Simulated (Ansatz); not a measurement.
# Fields on a plane of ZnCu (CsCl type)

```xyz
2
Lattice="2.9083 0.0000 0.0000 0.0000 2.9083 0.0000 0.0000 0.0000 2.9083" Properties=species:S:1:pos:R:3 pbc="T T T"
Zn     1.4541     1.4541     1.4541
Cu     0.0000     0.0000     0.0000
```

The slice is a {210} plane (indices of the conventional cell) through the point (0.500, 0.500, 0.500) (fractional), spanned by u = [100] and v = [021] in vectors of this cell: u (2.91 Å) and v (6.50 Å, at 90° to u). It covers one period; positions are fractions (u, v).

Atoms on it: Zn at (0.00, 0.00). Other atoms lie within 1 Å of the plane.

All values below come from PBEsol (plane waves to 420 eV, PAW, scalar-relativistic; Ansatz, a first-principles code). k mesh 16×16×16. These are valence fields of a PAW run, semicore shells included where kept as valence: close to a nucleus they are smooth pseudo fields. ZnCu is run without spin polarisation. ZnCu was relaxed with its symmetry unable to fall.

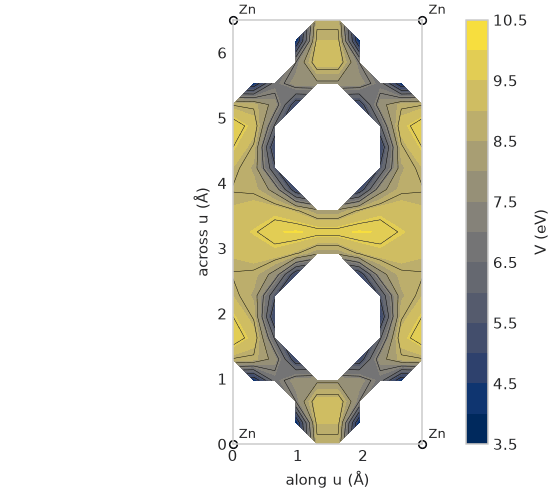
Electrostatic potential energy of an electron, from the cell's mean, in eV, one period of the plane, atoms marked. Points within 1 Å of a nucleus are left white, as the pseudised field means little there. The zero, the cell's mean, hangs on the PAW cores.

```
v \ u  0.00  0.22  0.44  0.67  0.89
-----  ----  ----  ----  ----  ----
0.90    0.2  -0.3  -0.7  -0.6   0.0
0.75   -0.7  -0.5   0.2  -0.2  -0.7
0.60   -0.7  -0.6  -0.3  -0.5  -0.7
0.45   -0.7  -0.7  -0.6  -0.7  -0.7
0.30   -0.7  -0.5   0.4   0.0  -0.6
0.15   -0.4  -0.6  -0.6  -0.6  -0.5
0.00    1.7   0.2  -0.7  -0.4   1.2
```

Values: log₁₀ of the valence density in e/Å³. The scale is logarithmic, as a density can span decades between atoms and voids.
